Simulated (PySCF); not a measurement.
## A study: BBr3, SMILES `BrB(Br)Br`

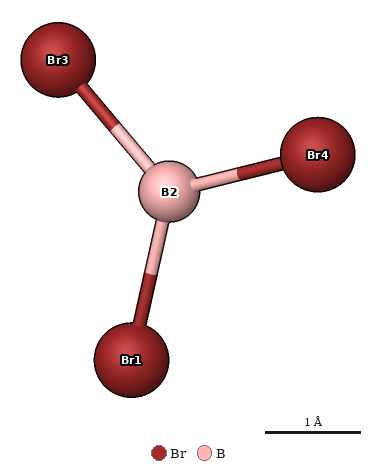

The molecule, with its atoms numbered as below. No frequency check shows the geometry to be a minimum.

Geometry (Å), atoms numbered from 1:

```
Br1      1.8565   -0.2859    0.0000
B2       0.0000    0.0000    0.0000
Br3     -1.1758   -1.4648    0.0000
Br4     -0.6807    1.7507    0.0000
```

## 1. Bonding charge

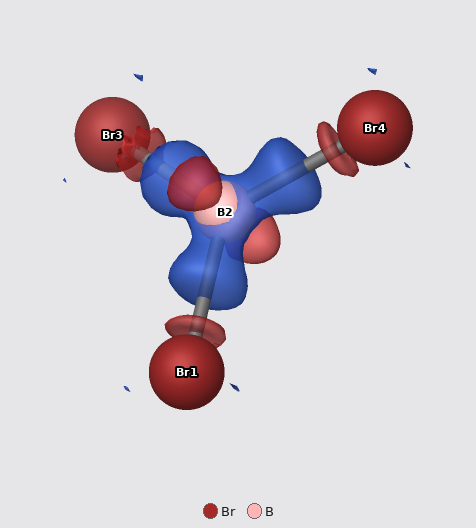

Deformation density (molecule less spherical, spin-averaged free atoms at the same positions), surfaces at ±0.1 e/Å³; blue: gain, red: loss.

Level of theory: BLYP/cc-pVDZ (PySCF), at a geometry from GFN2-xTB.

**How much density has each bond gained at its critical point, relative to the free atoms?**

Br1–B2, B2–Br3 and B2–Br4: +0.20 e/Å³ at the bond critical point (bond length 1.88 Å, Mayer order 1.4). In all, 0.7 electrons gather in the regions of gain relative to the promolecule.

**Where do the Hirshfeld charges lie?**

The highest Hirshfeld charge is on B2 (+0.07 e), the lowest on Br1, Br3 and Br4 (−0.02 e).

## 2. Bond critical points

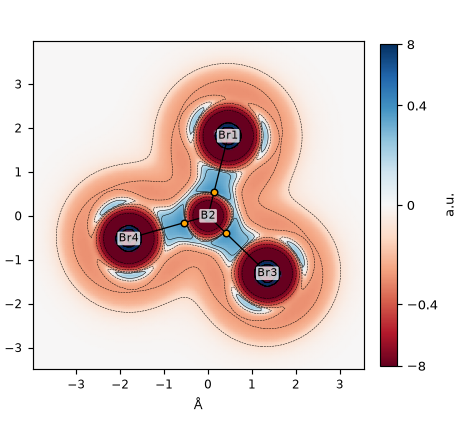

Negative Laplacian of the density (−∇²ρ) in the molecular plane (blue positive, red negative, colour scale in a.u., logarithmic beyond ±0.04), with bond paths and bond critical points (dots).

**Sort the bonds in the plane by the sign of ∇²ρ at their critical points.**

Concentrated (∇²ρ < 0): Br1–B2, B2–Br3 and B2–Br4 (−0.23 a.u.). At none is it depleted.

**Where along Br1–B2 does the critical point lie?**

1.31 Å from Br1 and 0.57 Å from B2.

## 3. Local ionisation energy

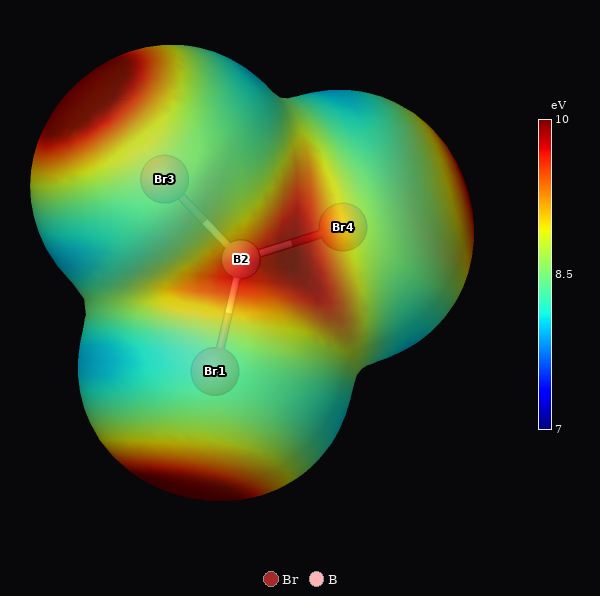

Average local ionisation energy on the surface of electron density 0.001 a.u.

**Locate the minima of the map.**

The lowest value is 8.0 eV, 2.2 Å from Br4, and at like points elsewhere. For comparison, the highest occupied orbital lies at −6.6 eV.

## 4. Excited states

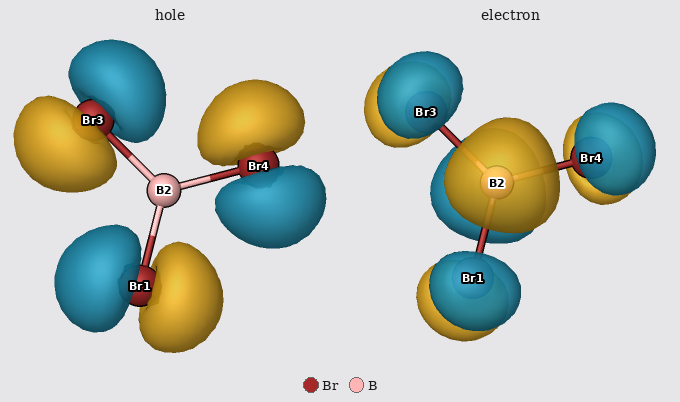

Leading natural transition orbital pair of S₁ (full linear response singlet states); the surfaces enclose about 78 % of each orbital's density.

Level of theory: CAM-B3LYP/cc-pVDZ (PySCF), at a geometry from GFN2-xTB. Without diffuse functions Rydberg states are missing, so the states' numbers hold for this basis only.

**Where does the state lie, and where do hole and electron sit?**

5.02 eV (247 nm), f = 0.000 (dark); the leading pair carries 100 %; hole on Br1, Br3 and Br4 (32 % each), electron on B2 (48 %) and Br1, Br3 and Br4 (17 % each); their centroids lie 0.0 Å apart. In canonical orbitals it is mainly HOMO → LUMO (100 %). The HOMO–LUMO gap is 8.75 eV.

## 5. In an electric field

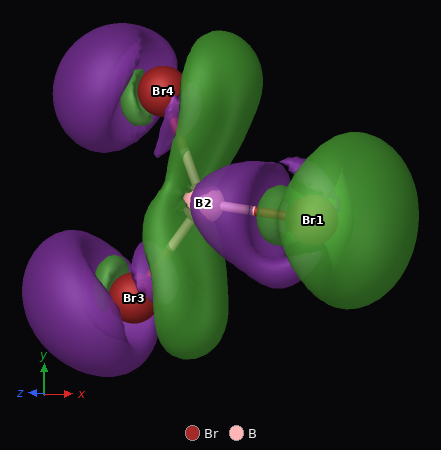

Change of the electron density in a uniform field of 0.41 V/Å, surfaces at ±0.003 e/Å³ (purple: gain, green: loss).

Level of theory: ωB97X/def2-SVPD (PySCF), at a geometry from GFN2-xTB.

**Along which Cartesian direction does the field point?**

Along +x: electrons gather on the −x side, against the field.

**How large is the response?**

The induced dipole is 1.76 D (along the field); α along this axis, from the fields in both directions, is 86 bohr³ (12.8 Å³).

**Which atoms gain and lose the most charge?**

Electrons gather most on Br3 (Hirshfeld charge changes by −0.037 e) and leave Br1 most (+0.059 e); 0.131 electrons are displaced in all.

## 6. Localised orbitals

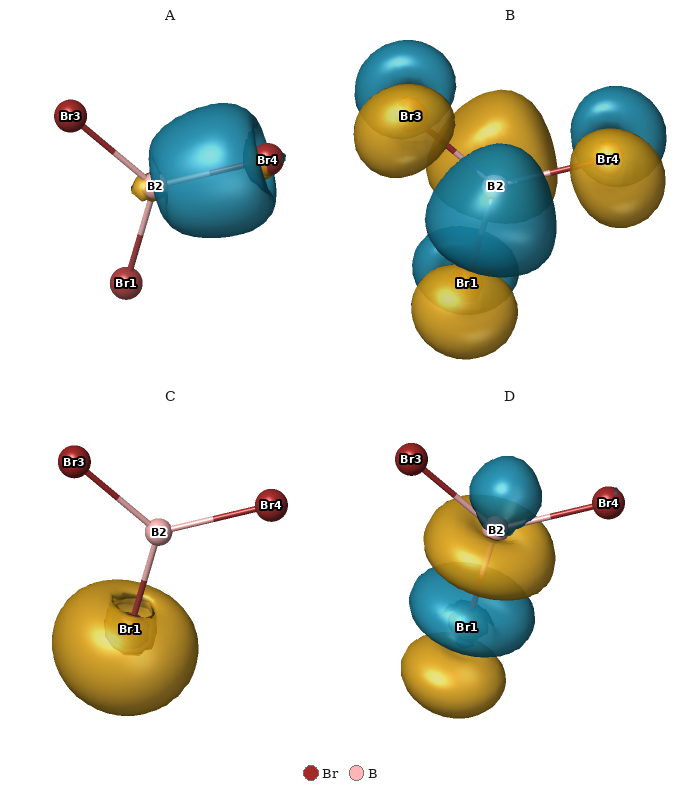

Intrinsic bond orbitals (IBO), occupied and valence-virtual; each surface holds about 80 % of the orbital's density. Energies are diagonal elements of the Fock matrix.

Method: TPSS/6-311G**; geometry: GFN2-xTB; program: PySCF. This is a single-reference result, which may miss multireference character in this system.

**Name the orbitals, with their atomic make-up and energies.**

By panel:
- A: σ bond Br4–B2 (Br4 61 %, B2 39 %; −15.4 eV)
- B: delocalised π* orbital mainly over B2, Br1, Br4 and Br3 (B2 69 %, Br1 10 %, Br4 10 %; −2.2 eV)
- C: lone pair on Br1 (s-type) (Br1 100 %; −16.4 eV)
- D: σ* orbital B2–Br1 (B2 58 %, Br1 38 %; 2.8 eV)

**Which has the smallest and which the largest spatial spread?**

Smallest: C (0.96 Å); largest: B (1.62 Å).
